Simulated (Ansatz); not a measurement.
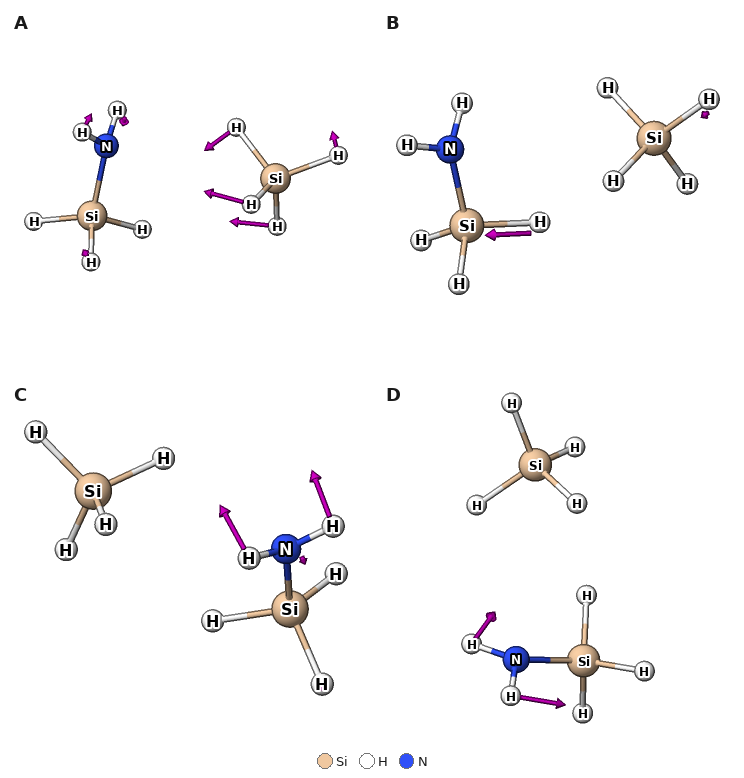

4 normal modes of one molecule or complex, as arrows. Harmonic vibrations computed with RKS PBE0-D4/def2-TZVP (Ansatz 0.2.0) at a stationary point of the same level.

> Match the panels to the wavenumbers 376 cm⁻¹, 899 cm⁻¹, 1584 cm⁻¹, 2223 cm⁻¹.

A: 899 cm⁻¹, H–Si–H bending
B: 2223 cm⁻¹, Si–H stretching
C: 376 cm⁻¹
D: 1584 cm⁻¹, angle bending
